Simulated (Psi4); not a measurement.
**MP2/def2-SVP (density fitting, density fitting for correlation, sweep point 5) run of BH3Cl− (SMILES [H][B-]([H])([H])Cl)**

Aim: the vertical ionisation energy of BH3Cl− at MP2/def2-SVP (density fitting, density fitting for correlation, sweep point 5), from 2 runs. 

Program for the calculation: Psi4 1.11.

4 further runs of the same task are left out: 4 set aside as unsound or not needed.

## 1. The structure to begin with

BH3Cl− has 5 atoms, charge -1, and is taken as a singlet. As SMILES, `[H][B-]([H])([H])Cl`. The coordinates come from a GFN2-xTB relaxation.

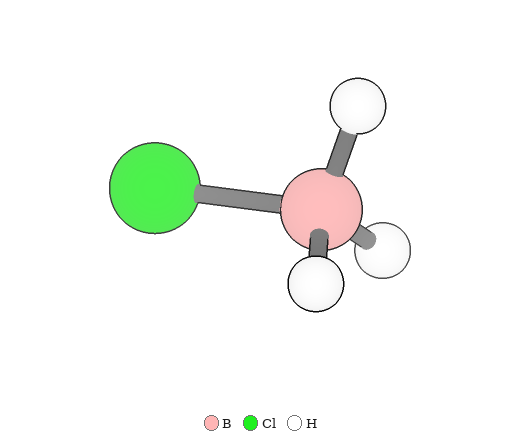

Viewed from a chosen angle; boron pink, chlorine green, hydrogen white.

## 2. A single-point energy at MP2/def2-SVP (density fitting, density fitting for correlation, sweep point 5)

Input file calc.in:

```
memory 1600 MB

molecule {
  -1 1
  B     -0.00241885     0.00308025    -0.31560316
  Cl     0.02570028    -0.03994881     3.22638610
  H      2.17753141     0.02150508    -0.98689057
  H     -1.10858893     1.90049756    -0.93919388
  H     -1.09222391    -1.88515299    -0.98469849
  units bohr
  symmetry c1
}

set basis def2-SVP
set reference rhf
set puream true
set scf_type df
set num_frozen_docc 6
set d_convergence 1e-06
set e_convergence 1e-06

e_tot = energy('mp2')
```

On the command line:

```sh
$ psi4 calc.in calc.out -n 1
```

calc.out:

```text
[...]
  Running in c1 symmetry.
[...]
  Nuclear repulsion =   42.139721504774762
[...]
  Multiplicity = 1
[...]
  Nalpha       = 13
  Nbeta        = 13
[...]
    Number of basis functions: 47
[...]
   @DF-RHF iter   1:  -485.76081367837099   -5.73321e-01   4.88141e-03 DIIS/ADIIS
[...]
   @DF-RHF iter   7:  -485.80043998509342   -1.50740e-08   4.49623e-07 DIIS
[...]
    Orbital Energies [Eh]
    ---------------------
    Doubly Occupied:
       1A   -104.510764     2A    -10.274476     3A     -7.749223
       4A     -7.747370     5A     -7.747370     6A     -7.348327
       7A     -0.821045     8A     -0.457281     9A     -0.268153
      10A     -0.267960    11A     -0.242409    12A     -0.167068
      13A     -0.166947
[...]
  @DF-RHF Final Energy:  -485.80043998509342
   => Energetics <=
    Nuclear Repulsion Energy =             42.1397215047747622
    One-Electron Energy =                -760.3435100139231508
    Two-Electron Energy =                 232.4033485240549055
    Total Energy =                       -485.8004399850934760
[...]
 Multipole Moments:
 ------------------------------------------------------------------------------------
     Multipole            Electronic (a.u.)      Nuclear  (a.u.)        Total (a.u.)
 ------------------------------------------------------------------------------------
 L = 1.  Multiply by 2.5417464519 to convert [e a0] to [Debye]
 Dipole X            :          0.0419029           -0.0314238            0.0104792
 Dipole Y            :         -0.0665846            0.0495856           -0.0169989
 Dipole Z            :          5.2004907           -3.9317361            1.2687545
 Magnitude           :                                                    1.2689117
[...]
```

Wall time 5.1 s (1 thread of AMD EPYC 7R43 (Zen 3), shared host); peak memory 0.17 GiB.

## 3. Doublet neutral BH3Cl, same level

Input file calc.inp:

```
memory 1.6 GB

molecule {
  0 2
  B     -0.00241885     0.00308025    -0.31560316
  Cl     0.02570028    -0.03994881     3.22638610
  H      2.17753141     0.02150508    -0.98689057
  H     -1.10858893     1.90049756    -0.93919388
  H     -1.09222391    -1.88515299    -0.98469849
  units au
  symmetry c1
}

set {
  basis           def2-SVP
  reference       uhf
  puream          true
  scf_type        df
  num_frozen_docc 6
  d_convergence   1e-06
  e_convergence   1e-06
  maxiter         150
}

result, w = energy("mp2", return_wfn=True)
```

On the command line:

```sh
$ psi4 -n 1 calc.inp calc.out
```

calc.out:

```text
[...]
  Running in c1 symmetry.
[...]
  Nuclear repulsion =   42.139721504774762
[...]
  Multiplicity = 2
[...]
  Nalpha       = 13
  Nbeta        = 12
[...]
    Number of basis functions: 47
[...]
   @DF-UHF iter   1:  -485.63813988617801   -4.50647e-01   3.42870e-03 ADIIS/DIIS
[...]
   @DF-UHF iter  15:  -485.66850836165429   -2.16714e-08   9.11092e-07 DIIS
[...]
   @S^2 Observed:                7.622329002E-01
[...]
    Orbital Energies [Eh]
    ---------------------
    Alpha Occupied:
       1A   -104.906904     2A    -10.668354     3A     -8.158575
       4A     -8.137640     5A     -8.135783     6A     -7.588535
       7A     -1.205847     8A     -0.733158     9A     -0.632634
      10A     -0.575406    11A     -0.553138    12A     -0.471205
      13A     -0.441467
    Alpha Virtual:
      14A      0.210057    15A      0.265846    16A      0.271345
      17A      0.313151    18A      0.384016    19A      0.423370
      20A      0.432867    21A      0.454763    22A      0.766421
      23A      0.778383    24A      0.792554    25A      0.892900
[...]
  @DF-UHF Final Energy:  -485.66850836165429
   => Energetics <=
    Nuclear Repulsion Energy =             42.1397215047747622
    One-Electron Energy =                -752.0987854144929088
    Two-Electron Energy =                 224.2905555480638213
    Total Energy =                       -485.6685083616542897
  UHF NO Occupations:
  HONO-2 :   11  A 1.9976881
  HONO-1 :   12  A 1.9968925
[...]
 Multipole Moments:
 ------------------------------------------------------------------------------------
     Multipole            Electronic (a.u.)      Nuclear  (a.u.)        Total (a.u.)
 ------------------------------------------------------------------------------------
 L = 1.  Multiply by 2.5417464519 to convert [e a0] to [Debye]
 Dipole X            :          0.0209660           -0.0314238           -0.0104578
 Dipole Y            :          0.0510488            0.0495856            0.1006344
 Dipole Z            :          4.8923114           -3.9317361            0.9605753
 Magnitude           :                                                    0.9658890
[...]
```

Wall time 5.4 s (1 thread of AMD EPYC 7R43 (Zen 3), shared host); peak memory 0.18 GiB.

## 4. Outcome

Level: MP2/def2-SVP (density fitting, density fitting for correlation, sweep point 5), 6 core orbitals frozen.

| quantity | value |
| --- | --- |
| singlet BH3Cl−: total energy | -486.05194 Eh |
| singlet BH3Cl−: HOMO energy (Hartree–Fock orbitals) | -4.54 eV |
| singlet BH3Cl−: LUMO energy (Hartree–Fock orbitals) | 11.91 eV |
| singlet BH3Cl−: HOMO–LUMO gap (to an unbound level, set by the basis) | 16.46 eV |
| singlet BH3Cl−: correlation energy (6 core orbitals frozen) | -251.5 mEh |
| doublet neutral BH3Cl: total energy | -485.90210 Eh |
| doublet neutral BH3Cl: HOMO energy (Hartree–Fock orbitals) (highest over α and β) | -11.64 eV |
| doublet neutral BH3Cl: LUMO energy (Hartree–Fock orbitals) (lowest over α and β) | -2.53 eV |
| doublet neutral BH3Cl: correlation energy (6 core orbitals frozen) | -233.6 mEh |
| doublet neutral BH3Cl: ⟨S²⟩ of the reference determinant | 0.762 |
| vertical detachment energy (to the doublet neutral) | 4.077 eV |

What this shows: The vertical ionisation energy comes to 4.08 eV (393 kJ/mol).
